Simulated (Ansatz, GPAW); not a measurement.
# A 13-layer slab of Nb(111): work function by functional and basis, part 2 of 4

Aim: the work function of both faces of a 13-layer slab of Nb(111), and its spread over functionals and bases.

GPAW 26.7.0 and Ansatz 0.2.0; Ansatz plane waves; slab in vacuum with a dipole correction, relaxation (the session's first sound run).

So far: Set-up; Relaxation.

## 2. Relaxation (continued)

The electrostatic potential energy of an electron (with the applied field's), less the Fermi level, planar mean by z:

```
z (Å)  electrostatic potential energy of an electron (with the applied field's), less the Fermi level, planar mean (eV)
    0                                                                                                              3.60
    1                                                                                                              3.40
    2                                                                                                              3.40
    3                                                                                                              3.39
    4                                                                                                              3.36
    5                                                                                                              3.11
    6                                                                                                             0.955
    7                                                                                                             -9.05
    8                                                                                                             -10.8
    9                                                                                                             -10.9
   10                                                                                                             -10.9
   11                                                                                                             -10.9
   12                                                                                                             -10.7
   13                                                                                                             -11.0
   14                                                                                                             -11.1
   15                                                                                                             -11.5
   16                                                                                                             -9.71
   17                                                                                                             -13.2
   18                                                                                                             -13.1
   19                                                                                                           -0.0883
   20                                                                                                              3.38
   21                                                                                                              3.75
   22                                                                                                              3.80
   23                                                                                                              3.80
   24                                                                                                              3.80
   25                                                                                                              3.74
```

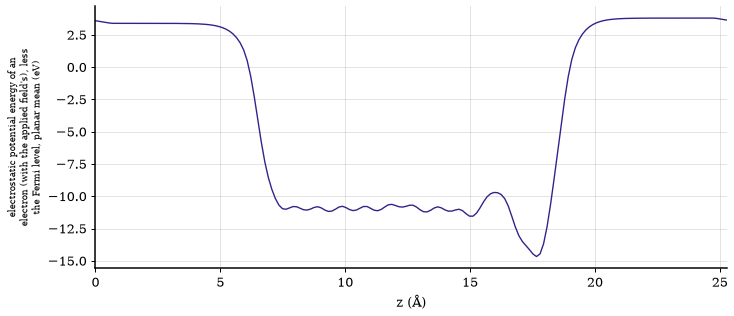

Electrostatic potential energy of an electron (with the applied field's), less the Fermi level, planar mean, plotted against z.

Valence density, planar mean against z:

```
z (Å)  valence density, planar mean (e/Å³)
  2.5                               3.4e-5
  5.0                              0.00702
  7.5                                0.704
 10.0                                0.721
 12.5                                0.711
 15.0                                0.756
 17.5                                0.866
 20.0                               0.0110
 22.5                               4.7e-5
```

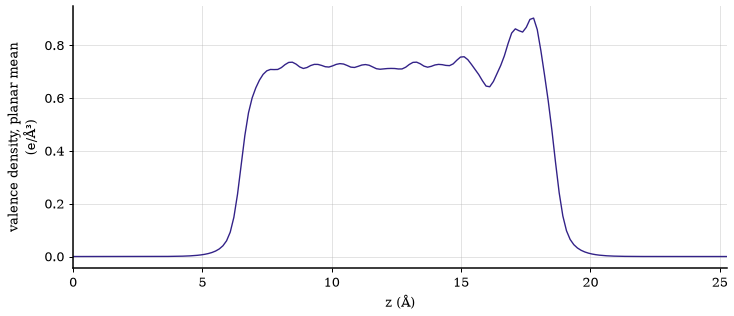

Valence density, planar mean, plotted against z.

The relaxation lowered the energy of the cell by 0.343 eV.

## 3. Plane waves, PBE

The work function is the vacuum plateau of the electrostatic potential less the Fermi level; a dipole layer lets the two faces have plateaus of their own.

This step: GPAW, PAW setups; slab in vacuum (GPAW 26.7.0).

run.py

```python
import json
import numpy as np
from ase import Atoms
from gpaw import GPAW, PW

slab = Atoms(
    ['Nb', 'Nb', 'Nb', 'Nb', 'Nb', 'Nb', 'Nb', 'Nb', 'Nb', 'Nb', 'Nb', 'Nb', 'Nb'],
    positions=[
        [0.00000, 0.00000, 7.00000],
        [2.33345, 1.34722, 7.95263],
        [4.66690, 2.69444, 8.90526],
        [0.00000, 0.00000, 9.85788],
        [2.33345, 1.34722, 10.81051],
        [4.66690, 2.69444, 11.76314],
        [0.00000, 0.00000, 12.73969],
        [2.33345, 1.34722, 13.68280],
        [4.66690, 2.69444, 14.64169],
        [-0.00000, 0.00000, 15.54767],
        [2.33345, 1.34722, 16.62663],
        [4.66690, 2.69444, 17.44720],
        [-0.00000, 0.00000, 18.13491]],
    cell=[[4.6669, 0.0, 0.0], [2.33345, 4.04166, 0.0], [0.0, 0.0, 25.43154]],
    pbc=[True, True, False])

slab.calc = GPAW(mode=PW(400), xc='PBE', kpts={'size': (8, 8, 1), 'gamma': True},
                 occupations={'name': 'fermi-dirac', 'width': 0.1}, nbands='160%',
                 convergence={'density': 1e-05}, maxiter=200,
                 poissonsolver={'dipolelayer': 'xy'},
                 symmetry={'tolerance': 1e-3}, txt='slab.txt')
result = {}
energy = slab.get_potential_energy()
fermi = slab.calc.get_fermi_level()
v = slab.calc.get_electrostatic_potential().mean((0, 1)) - fermi
n = slab.calc.get_pseudo_density().mean((0, 1))
L = slab.cell[2, 2]
z = np.arange(len(v)) * L / len(v)
low, high = slab.positions[:, 2].min(), slab.positions[:, 2].max()
below, above = np.interp([low - 4.8, high + 4.8], z, v)
slopes = [np.interp(x, z, np.gradient(v, z)) for x in (low - 4.8, high + 4.8)]
eps = np.array([[slab.calc.get_eigenvalues(k, s) for k in range(len(slab.calc.get_ibz_k_points()))]
                for s in range(slab.calc.get_number_of_spins())]) - fermi
top, bottom = eps[eps < 0].max(), eps[eps > 0].min()
dipole = slab.get_dipole_moment()[2]
print(f'energy {energy:.4f} eV, Fermi level {fermi:.4f} eV, dipole {dipole:.5f} e A')
print(f'potential 4.8 A off the faces, from the Fermi level: lower {below:.4f} eV, upper {above:.4f} eV')
print(f'slope of the potential there: lower {slopes[0]:.5f}, upper {slopes[1]:.5f} eV/A')
print(f'nearest levels on the mesh: {top:.4f} and {bottom:.4f} eV')
print('magnetic moment', round(slab.get_magnetic_moment(), 3))
result.update(energy=energy, fermi=fermi, dipole=dipole, below=below, above=above, slopes=slopes, edges=[top, bottom],
              z=z.tolist(), v=v.tolist(), n=n.tolist(), positions=slab.positions.tolist(),
              forces=slab.get_forces(apply_constraint=False).tolist(), moments=slab.get_magnetic_moments().tolist())
json.dump(result, open('result.json', 'w'))
```

The run is started by

```
$ OMP_NUM_THREADS=1 OPENBLAS_NUM_THREADS=1 python run.py
```

Numbers of over 12 decimals in the logs are rounded to 6 here.

What it wrote:

```text
energy -128.4607 eV, Fermi level 3.8199 eV, dipole -0.04234 e A
potential 4.8 A off the faces, from the Fermi level: lower 3.3957 eV, upper 3.8012 eV
slope of the potential there: lower -0.00160, upper 0.00157 eV/A
nearest levels on the mesh: -0.0025 and 0.0182 eV
magnetic moment 0.0
```

Wall time 16 min (1 thread of AMD EPYC 7R43, shared host); peak memory 0.53 GiB.

Numbers from this step:

```yaml
dipole_along_the_normal: -0.04234 e·Å
levels_nearest_the_fermi_level_on_the_mesh: -0.002482, 0.01822 eV from the Fermi level
upper_work_function: 3.801 eV
lower_work_function: 3.396 eV
```

The electrostatic potential energy of an electron (without an applied field's), less the Fermi level, planar mean oscillates, so the rows of the table below give means over windows of 2 Å about each position, cut where the curve ends. Its maxima inside the range that stand out by 2 % of the span (Å: eV): 8.5: -10.8, 9.4: -10.9, 10.4: -10.8, 11.3: -10.8, 12.3: -10.5, 13.2: -10.9, 14.2: -10.8, 15.2: -11.3, 16.1: -9.14. Its minima: 7.9: -12.0, 8.9: -12.1, 9.9: -12.0, 10.8: -12.0, 11.8: -11.9, 12.7: -12.0, 13.7: -12.1, 14.6: -12.3, 15.5: -11.8, 17.6: -15.4.

Table of electrostatic potential energy of an electron (without an applied field's), less the Fermi level, planar mean by z; means over each step:

```
z (Å)  electrostatic potential energy of an electron (without an applied field's), less the Fermi level, planar mean (eV)
    0                                                                                                                3.43
    2                                                                                                                3.40
    4                                                                                                                3.33
    6                                                                                                              -0.904
    8                                                                                                               -11.2
   10                                                                                                               -11.4
   12                                                                                                               -11.3
   14                                                                                                               -11.5
   16                                                                                                               -11.2
   18                                                                                                               -10.8
   20                                                                                                                2.96
   22                                                                                                                3.79
   24                                                                                                                3.80
```

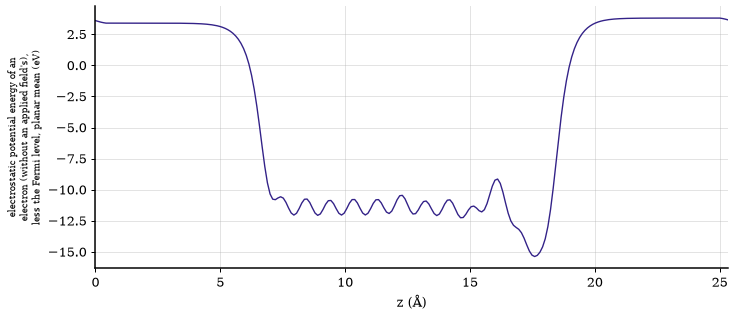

Electrostatic potential energy of an electron (without an applied field's), less the Fermi level, planar mean, plotted against z.

The pseudo valence density, planar mean oscillates, so the rows of the table below give means over windows of 2.5 Å about each position, cut where the curve ends. Its maxima inside the range that stand out by 2 % of the span (Å: e/Å³): 7.0: 0.732, 8.1: 0.798, 8.9: 0.821, 10.0: 0.802, 10.8: 0.823, 11.7: 0.795, 12.7: 0.817, 13.8: 0.805, 14.6: 0.829, 15.5: 0.807, 16.7: 0.844, 17.4: 0.912. Its minima: 7.4: 0.598, 8.5: 0.636, 9.3: 0.629, 10.4: 0.631, 11.2: 0.629, 12.3: 0.610, 13.1: 0.642, 14.2: 0.626, 15.0: 0.662, 16.1: 0.542, 17.0: 0.775.

The pseudo valence density, planar mean by z; means over each step:

```
z (Å)  pseudo valence density, planar mean (e/Å³)
  0.0                                      9.2e-7
  2.5                                      9.5e-5
  5.0                                      0.0235
  7.5                                       0.618
 10.0                                       0.728
 12.5                                       0.720
 15.0                                       0.708
 17.5                                       0.750
 20.0                                      0.0375
 22.5                                      1.4e-4
 25.0                                      9.7e-7
```

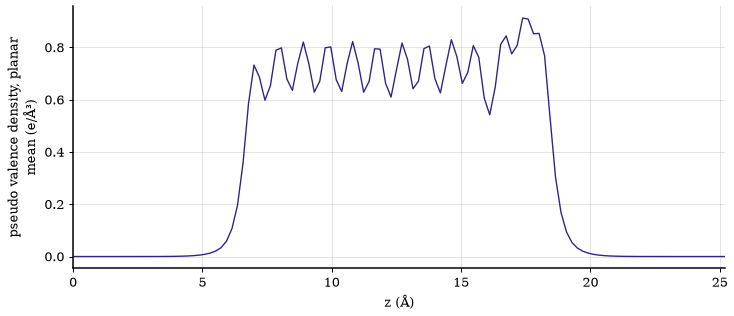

Pseudo valence density, planar mean against z.

Force by atom:

```
atom  x (eV/Å)  y (eV/Å)  z (eV/Å)  size
 Nb1      0.00      0.00      1.76  1.76
 Nb2      0.00      0.00      0.14  0.14
 Nb3      0.00      0.00     -1.19  1.19
 Nb4      0.00      0.00     -0.59  0.59
 Nb5      0.00      0.00     -0.32  0.32
 Nb6      0.00      0.00      0.27  0.27
 Nb7      0.00      0.00     -0.01  0.01
 Nb8      0.00      0.00      0.01  0.01
 Nb9      0.00      0.00      0.01  0.01
Nb10      0.00      0.00      0.00  0.00
Nb11      0.00      0.00     -0.01  0.01
Nb12      0.00      0.00     -0.03  0.03
Nb13      0.00      0.00     -0.04  0.04
```

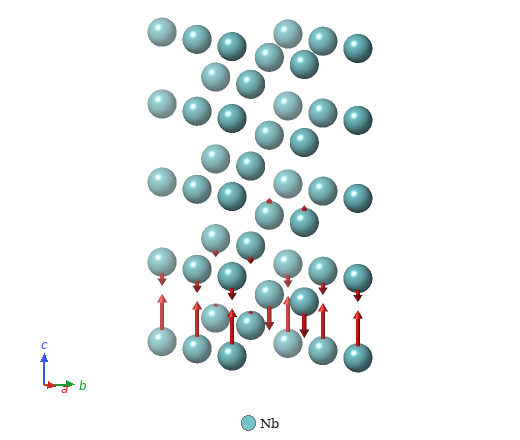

Force as arrows, the longest 1.76 eV/Å. 2×1×1 cells are drawn. Some periodic images of atoms are drawn too.

The potential is flat to 0.002 eV/Å where it is read, so the vacuum is wide enough. The geometry is the other program's minimum; here the largest force on a free atom is 0.042 eV/Å.

## 4. Self-consistent run: xc = "RPBE"

The same geometry under RPBE, to see how far the functional moves the levels against the vacuum.

Changes to run.py since step 3:

```diff
@@ -24,3 +24,3 @@
 
-slab.calc = GPAW(mode=PW(400), xc='PBE', kpts={'size': (8, 8, 1), 'gamma': True},
+slab.calc = GPAW(mode=PW(400), xc='RPBE', kpts={'size': (8, 8, 1), 'gamma': True},
                  occupations={'name': 'fermi-dirac', 'width': 0.1}, nbands='160%',
```

What it wrote:

```text
energy -122.0919 eV, Fermi level 3.9297 eV, dipole -0.04285 e A
potential 4.8 A off the faces, from the Fermi level: lower 3.2462 eV, upper 3.6566 eV
slope of the potential there: lower -0.00190, upper 0.00185 eV/A
nearest levels on the mesh: -0.0028 and 0.0176 eV
magnetic moment 0.0
```

Elapsed: 15 min, on 1 thread; peak memory 0.53 GiB.

This step gave:

* dipole along the normal: -0.04285 e·Å
* levels nearest the Fermi level on the mesh: -0.002760, 0.01757 eV from the Fermi level
* upper work function: 3.657 eV
* lower work function: 3.246 eV

The electrostatic potential energy of an electron (without an applied field's), less the Fermi level, planar mean oscillates, so the rows of the table below give means over windows of 2.5 Å about each position, cut where the curve ends. Its maxima inside the range that stand out by 2 % of the span (Å: eV): 8.5: -10.8, 9.4: -10.9, 10.4: -10.9, 11.3: -10.9, 12.3: -10.5, 13.2: -11.0, 14.2: -10.9, 15.2: -11.4, 16.1: -9.22. Its minima: 7.9: -12.1, 8.9: -12.1, 9.9: -12.1, 10.8: -12.1, 11.8: -12.0, 12.7: -12.0, 13.7: -12.2, 14.6: -12.3, 15.5: -11.9, 17.6: -15.4.

Electrostatic potential energy of an electron (without an applied field's), less the Fermi level, planar mean against z; means over each step:

```
z (Å)  electrostatic potential energy of an electron (without an applied field's), less the Fermi level, planar mean (eV)
  0.0                                                                                                                3.28
  2.5                                                                                                                3.24
  5.0                                                                                                                2.49
  7.5                                                                                                               -9.58
 10.0                                                                                                               -11.5
 12.5                                                                                                               -11.4
 15.0                                                                                                               -11.2
 17.5                                                                                                               -12.2
 20.0                                                                                                                2.49
 22.5                                                                                                                3.65
 25.0                                                                                                                3.64
```

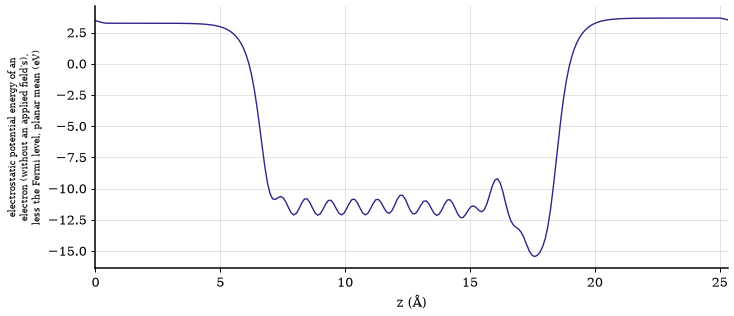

Electrostatic potential energy of an electron (without an applied field's), less the Fermi level, planar mean against z.

The pseudo valence density, planar mean oscillates, so the rows of the table below give means over windows of 2 Å about each position, cut where the curve ends. Its maxima inside the range that stand out by 2 % of the span (Å: e/Å³): 7.0: 0.733, 8.1: 0.798, 8.9: 0.821, 10.0: 0.802, 10.8: 0.822, 11.7: 0.795, 12.7: 0.817, 13.8: 0.805, 14.6: 0.829, 15.5: 0.807, 16.7: 0.844, 17.4: 0.912. Its minima: 7.4: 0.598, 8.5: 0.636, 9.3: 0.629, 10.4: 0.632, 11.2: 0.629, 12.3: 0.610, 13.1: 0.642, 14.2: 0.626, 15.0: 0.663, 16.1: 0.542, 17.0: 0.776.

Table of pseudo valence density, planar mean by z; means over each step:

```
z (Å)  pseudo valence density, planar mean (e/Å³)
    2                                      2.7e-5
    4                                     0.00165
    6                                       0.187
    8                                       0.710
   10                                       0.726
   12                                       0.716
   14                                       0.727
   16                                       0.718
   18                                       0.670
   20                                      0.0243
   22                                      3.0e-4
   24                                      4.3e-6
```

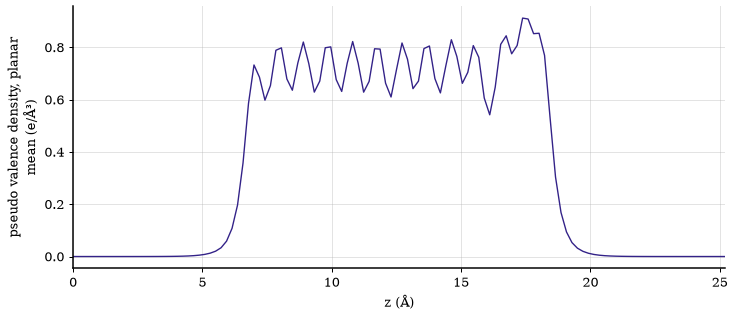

Pseudo valence density, planar mean against z.

Force by atom:

```
atom  x (eV/Å)  y (eV/Å)  z (eV/Å)  size
 Nb1      0.00      0.00      1.53  1.53
 Nb2      0.00      0.00      0.06  0.06
 Nb3      0.00      0.00     -1.25  1.25
 Nb4      0.00      0.00     -0.59  0.59
 Nb5      0.00      0.00     -0.32  0.32
 Nb6      0.00      0.00      0.28  0.28
 Nb7      0.00      0.00     -0.02  0.02
 Nb8      0.00      0.00      0.01  0.01
 Nb9      0.00      0.00      0.01  0.01
Nb10      0.00      0.00     -0.03  0.03
Nb11      0.00      0.00      0.02  0.02
Nb12      0.00      0.00      0.08  0.08
Nb13      0.00      0.00      0.22  0.22
```

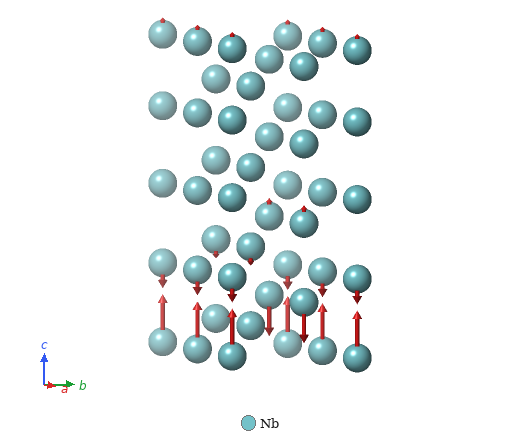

Force as arrows, the longest 1.53 eV/Å. 2×1×1 cells are drawn. Some periodic images of atoms are drawn too.

The upper face's work function is 3.657 eV, against 3.801 eV in the first plane-wave PBE run at this geometry.

(Part 2 of 4 ends here.)

[Logs are printed without paths, hosts, clocks, repeated set-up lines and the standing remarks that a program may print on its own settings, such as how far it seeks lower states.]

[Hosts, paths, dates, database ids (printed as entryN), source tags and the programs' standing remarks are cut or masked in the printed files.]
